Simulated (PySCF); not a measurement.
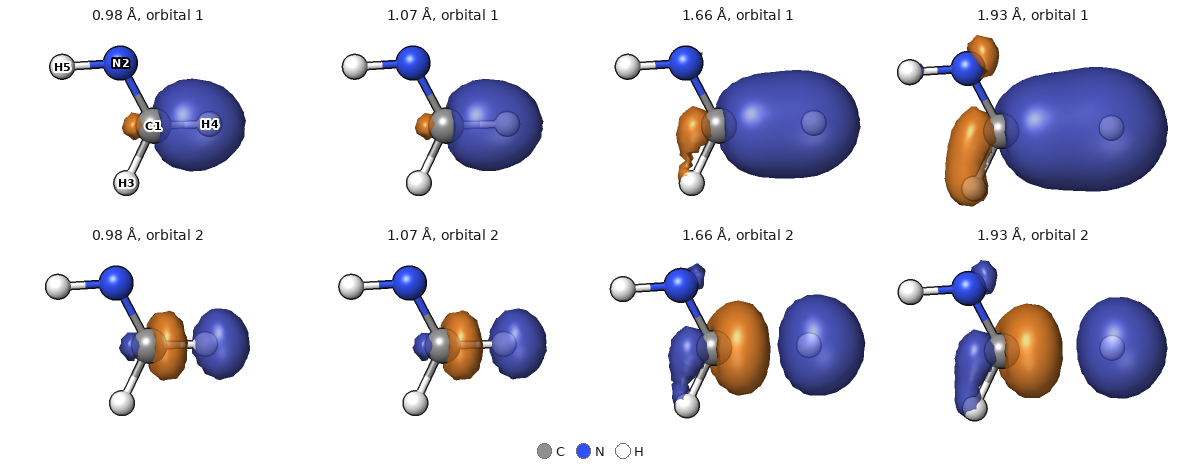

Figure 1: CH₃N, SMILES `C=N`. Rigid stretch of the C1–H4 bond. The two CASSCF(2,2) natural orbitals nearest half filling (orbital 1 the more occupied).

PySCF calculation, def2-SVPD basis, gas phase; geometry: GFN2-xTB. No frequency check shows the geometry to be a minimum.

Input script:

```python
import numpy as np
from pyscf import gto, scf, mcscf

mol = gto.M(atom='''
C      0.58111    -0.03135     0.00000
N     -0.65442     0.14804     0.00000
H      1.10085    -0.99585     0.00000
H      1.21665     0.84609     0.00000
H     -1.22321    -0.69845     0.00000
''', basis='def2-svpd', charge=0, spin=0, verbose=4)
# stretch the bond between atoms 1 and 4, from long to short, fragments rigid
a, b, move = 0, 3, [3]
xyz = mol.atom_coords(unit='Angstrom')
u = xyz[b] - xyz[a]
r0 = np.linalg.norm(u)
rows, last, dm_u = [], None, None
for r in [3.0, 2.35, 1.93, 1.66, 1.44, 1.28, 1.18, 1.07, 0.98]:
    new = xyz.copy()
    new[move] += u / r0 * (r - r0)
    m = mol.set_geom_(new, unit='Angstrom', inplace=False)
    rhf = scf.RHF(m).density_fit(auxbasis='def2-universal-jkfit').run()
    uhf = scf.UHF(m).density_fit(auxbasis='def2-universal-jkfit').newton()
    if dm_u is None:
        c = rhf.mo_coeff
        h = m.nelectron // 2 - 1
        ca, cb = c.copy(), c.copy()
        ca[:, h], cb[:, h] = (c[:, h] + c[:, h + 1]) / 2**.5, (c[:, h] - c[:, h + 1]) / 2**.5
        dm_u = np.array([x[:, :h + 1] @ x[:, :h + 1].T for x in (ca, cb)])
    uhf.kernel(dm0=dm_u)
    for _ in range(3):
        c, _, stable, _ = uhf.stability(return_status=True)
        if stable:
            break
        uhf.kernel(c, uhf.mo_occ)
    dm_u = uhf.make_rdm1()
    mc = mcscf.CASSCF(rhf, 2, 2)
    mc.natorb = True
    mc.fix_spin_(ss=0)
    guess = mcscf.addons.make_natural_orbitals(uhf)[1] if last is None else mcscf.project_init_guess(mc, last.mo_coeff, last.mol)
    mc.kernel(guess)
    last = mc
    act = slice(mc.ncore, mc.ncore + mc.ncas)
    print('r %.3f  RHF %.6f  UHF %.6f  <S^2> %.3f  CASSCF %.6f  occupations' % (r, rhf.e_tot, uhf.e_tot, uhf.spin_square()[0], mc.e_tot), mc.mo_occ[act].round(4))
    rows.append((new, rhf.e_tot, uhf.e_tot, uhf.spin_square()[0], mc.e_tot, mc.mo_occ[act], mc.mo_coeff[:, act], dm_u[0] - dm_u[1], rhf.converged and uhf.converged and mc.converged))
    np.savez('result.npz', **{k: [row[i] for row in rows] for i, k in enumerate('xyz rhf uhf s2 cas occ c spin ok'.split())})
```

Run with:

```sh
OMP_NUM_THREADS=1 python input.py
```

The run took 24 s on 1 thread of Intel(R) Xeon(R) Platinum 8488C (Sapphire Rapids), on a shared host, peak memory 0.2 GiB.

How do the occupations change along the stretch?

Answer. 0.98 Å: 1.99 and 0.01; 1.07 Å: 1.98 and 0.02; 1.66 Å: 1.91 and 0.09; 1.93 Å: 1.82 and 0.18. At the longest distance computed (3.00 Å) they are 1.29 and 0.71, and the effective number of unpaired electrons is 1.7.

UHF's ⟨S²⟩ passes 1 along the scan (up to 1.12), so it also polarises electrons outside the stretched bond; its energy lowering isn't due to that bond alone.

Where does the UHF solution part from RHF?

Answer. Between 1.44 Å (⟨S²⟩ = 0, the two coincide) and 1.66 Å (⟨S²⟩ = 0.16); at 3.00 Å ⟨S²⟩ is 1.12 and UHF lies 3.5 eV below RHF.

How much energy does the stretch cost?

Answer. By CASSCF, 4.2 eV from the lowest point of the scan (1.07 Å) to 3.00 Å; RHF gives 7.2 eV from its own lowest point. The fragments aren't relaxed and dynamic correlation is missing, so this isn't a bond dissociation energy.
